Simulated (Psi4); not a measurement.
**DSD-PBEP86/6-31G(d) (density fitting for correlation, spherical functions) run of Si3H8 (trisilane)**

Aim: the energy change on altering one bond length of Si3H8 (trisilane) at DSD-PBEP86/6-31G* (density fitting for correlation, spherical functions), from 2 runs. 

The results are computed with Psi4 1.11.

2 further runs of the same task are left out: 2 set aside as unsound or not needed.

## (1) The structure to begin with

Si3H8: 11 atoms, total charge 0, spin state singlet. SMILES: `[SiH3][SiH2][SiH3]`. The coordinates come from a PBE0-D4/def2-TZVP relaxation.

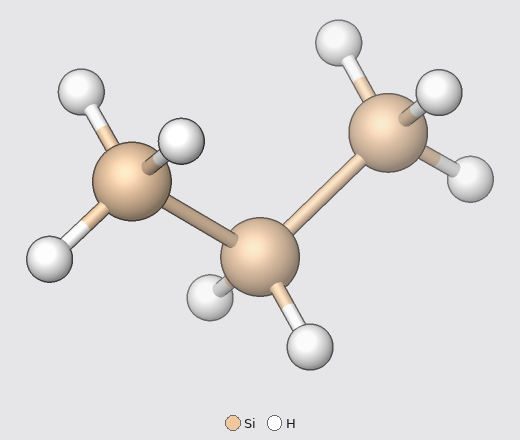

Viewed from a chosen angle; silicon light orange, hydrogen white.

## (2) The energy at DSD-PBEP86/6-31G(d) (density fitting for correlation, spherical functions)

Contents of h8si3.dat:

```
memory 2.2 GB

molecule {
  0 1
  Si    -2.44260330     2.58274539    -0.99261644
  Si    -0.87413061    -1.52557590    -0.55996365
  Si     3.08390075    -1.46340391     1.40359408
  H     -4.96213734     2.58461622    -2.23955222
  H     -0.66901974     4.12043443    -2.53992419
  H     -2.68821100     3.77962232     1.53944649
  H     -0.64893195    -2.72150798    -3.09945320
  H     -2.66523193    -3.06286810     0.97583567
  H      2.86473032    -0.29279417     3.95034018
  H      4.88271216     0.06005550    -0.12859586
  H      4.11886596    -4.06132380     1.69087024
  units au
  symmetry c1
}

set {
  basis 6-31G*
  puream true
  e_convergence 1e-09
  d_convergence 1e-08
  scf_type pk
  dft_radial_points 99
  dft_spherical_points 590
  num_frozen_docc 15
}

energy("dsd-pbep86")
```

Started as:

```sh
$ psi4 -n 1 h8si3.dat h8si3.out
```

h8si3.out:

```text
[...]
  Running in c1 symmetry.
[...]
  Nuclear repulsion =  193.117837226625369
[...]
  Multiplicity = 1
[...]
  Nalpha       = 25
  Nbeta        = 25
[...]
    Number of basis functions: 70
[...]
   @RKS iter   1:  -872.10188433449343   -7.44922e-01   2.34232e-03 ADIIS/DIIS
[...]
   @RKS iter   9:  -872.13663397012408   -1.05729e-11   5.86433e-09 DIIS
[...]
    Orbital Energies [Eh]
    ---------------------
    Doubly Occupied:
       1A    -67.823573     2A    -67.823564     3A    -67.818681
       4A     -5.829045     5A     -5.829039     6A     -5.825131
       7A     -4.017998     8A     -4.017995     9A     -4.017981
      10A     -4.017977    11A     -4.017795    12A     -4.017780
      13A     -4.014091    14A     -4.013866    15A     -4.013740
      16A     -0.710529    17A     -0.659636    18A     -0.600958
      19A     -0.465053    20A     -0.452058    21A     -0.441611
      22A     -0.440944    23A     -0.425944    24A     -0.386801
      25A     -0.353757
[...]
  @RKS Final Energy:  -872.13663397012408
   => Energetics <=
    Nuclear Repulsion Energy =            193.1178372266253689
    One-Electron Energy =               -1593.1897818959405413
    Two-Electron Energy =                 546.5939372809394854
    DFT Exchange-Correlation Energy =     -18.6586265817483898
    Empirical Dispersion Energy =           0.0000000000000000
    VV10 Nonlocal Energy =                  0.0000000000000000
    Total Energy =                       -872.1366339701240804
[...]
 Multipole Moments:
 ------------------------------------------------------------------------------------
     Multipole            Electronic (a.u.)      Nuclear  (a.u.)        Total (a.u.)
 ------------------------------------------------------------------------------------
 L = 1.  Multiply by 2.5417464519 to convert [e a0] to [Debye]
 Dipole X            :         -0.4024429            0.3860525           -0.0163904
 Dipole Y            :         -0.7021782            0.6736078           -0.0285703
 Dipole Z            :         -0.2574817            0.2470364           -0.0104454
 Magnitude           :                                                    0.0345545
[...]
```

Wall time 14 s (1 thread of AMD EPYC 7R43 (Zen 3), shared host); peak memory 1.3 GiB.

## (3) The distorted shape, same level

Contents of input.json:

```json
{
  "schema_name": "qcschema_input",
  "schema_version": 1,
  "molecule": {
    "schema_name": "qcschema_molecule",
    "schema_version": 2,
    "symbols": ["Si", "Si", "Si", "H", "H", "H", "H", "H", "H", "H", "H"],
    "geometry": [-2.67789877, 3.19905689, -1.05752097, -0.87413061, -1.5255759, -0.55996365, 3.08390075, -1.46340391, 1.40359408, -5.19743281, 3.20092771, -2.30445676, -0.90431521, 4.73674593, -2.60482873, -2.92350647, 4.39593382, 1.47454196, -0.64893195, -2.72150798, -3.0994532, -2.66523193, -3.0628681, 0.97583567, 2.86473032, -0.29279417, 3.95034018, 4.88271216, 0.0600555, -0.12859586, 4.11886596, -4.0613238, 1.69087024],
    "molecular_charge": 0,
    "molecular_multiplicity": 1,
    "fix_symmetry": "c1"
  },
  "driver": "energy",
  "model": {
    "method": "dsd-pbep86",
    "basis": "6-31G*"
  },
  "keywords": {
    "puream": true,
    "e_convergence": 1e-09,
    "d_convergence": 1e-08,
    "scf_type": "pk",
    "dft_radial_points": 99,
    "dft_spherical_points": 590,
    "num_frozen_docc": 15
  }
}
```

Started as:

```sh
$ psi4 --qcschema input.json -n 1 --memory 2200MB
```

stdout:

```text
[...]
  Running in c1 symmetry.
[...]
  Nuclear repulsion =  183.637830601829478
[...]
  Multiplicity = 1
[...]
  Nalpha       = 25
  Nbeta        = 25
[...]
    Number of basis functions: 70
[...]
   @RKS iter   1:  -872.09037002547700   -9.33211e-01   2.14182e-03 ADIIS/DIIS
[...]
   @RKS iter   9:  -872.11994318702250   -1.36424e-11   7.34748e-09 DIIS
[...]
    Orbital Energies [Eh]
    ---------------------
    Doubly Occupied:
       1A    -67.838585     2A    -67.833392     3A    -67.824038
       4A     -5.839983     5A     -5.835635     6A     -5.829396
       7A     -4.028956     8A     -4.028927     9A     -4.028918
      10A     -4.024578    11A     -4.024562    12A     -4.024342
      13A     -4.018345    14A     -4.018325    15A     -4.018117
      16A     -0.696929    17A     -0.656138    18A     -0.605134
      19A     -0.460246    20A     -0.448771    21A     -0.442376
      22A     -0.442087    23A     -0.428484    24A     -0.381130
      25A     -0.333107
[...]
  @RKS Final Energy:  -872.11994318702250
   => Energetics <=
    Nuclear Repulsion Energy =            183.6378306018294779
    One-Electron Energy =               -1574.0599225273449520
    Two-Electron Energy =                 536.9412929095010441
    DFT Exchange-Correlation Energy =     -18.6391441710081658
    Empirical Dispersion Energy =           0.0000000000000000
    VV10 Nonlocal Energy =                  0.0000000000000000
    Total Energy =                       -872.1199431870224998
[...]
 Multipole Moments:
 ------------------------------------------------------------------------------------
     Multipole            Electronic (a.u.)      Nuclear  (a.u.)        Total (a.u.)
 ------------------------------------------------------------------------------------
 L = 1.  Multiply by 2.5417464519 to convert [e a0] to [Debye]
 Dipole X            :         -0.3629490            0.3505833           -0.0123657
 Dipole Y            :         -0.7814551            0.7665126           -0.0149426
 Dipole Z            :         -0.2445969            0.2372524           -0.0073445
 Magnitude           :                                                    0.0207396
[...]
```

The result, in JSON:

```text
{
 "driver": "energy",
 "model": {
  "method": "dsd-pbep86",
  "basis": "6-31G*"
 },
 "success": true,
 "return_result": -872.252624512693,
 "properties": {
  "calcinfo_nbasis": 70,
  "calcinfo_nmo": 70,
  "calcinfo_nalpha": 25,
  "calcinfo_nbeta": 25,
  "calcinfo_natom": 11,
  "nuclear_repulsion_energy": 183.63783060182948,
  "return_energy": -872.252624512693,
  "scf_one_electron_energy": -1574.059922527345,
  "scf_two_electron_energy": 536.941292909501,
  "scf_xc_energy": -18.639144171008166,
  "scf_dipole_moment": [-0.012365701706872567, -0.01494256337430988, -0.007344468075020982],
  "scf_total_energy": -872.1199431870225,
  "scf_iterations": 9
 }
}
```

Run time: 14 s. Hardware: 1 thread of AMD EPYC 7R43 (Zen 3), shared host; peak memory 1.3 GiB.

## (4) Outcome

At DSD-PBEP86/6-31G* (density fitting for correlation, spherical functions), 15 core orbitals frozen:

```
                                                           quantity          value
                                          first shape: total energy  -872.26953 Eh
                     first shape: HOMO energy (SCF part's orbitals)       -9.63 eV
                     first shape: LUMO energy (SCF part's orbitals)        2.00 eV
                   first shape: HOMO–LUMO gap (SCF part's orbitals)       11.63 eV
                                      distorted shape: total energy  -872.25262 Eh
                 distorted shape: HOMO energy (SCF part's orbitals)       -9.06 eV
                 distorted shape: LUMO energy (SCF part's orbitals)        1.27 eV
               distorted shape: HOMO–LUMO gap (SCF part's orbitals)       10.33 eV
energy change with the Si1–Si2 bond stretched from 2.338 to 2.689 Å       0.460 eV
```

What this shows: With the Si1–Si2 bond stretched from 2.338 to 2.689 Å the energy rises by 0.46 eV (10.6 kcal/mol). The first shape isn't relaxed at this level, so the change isn't measured from a minimum.
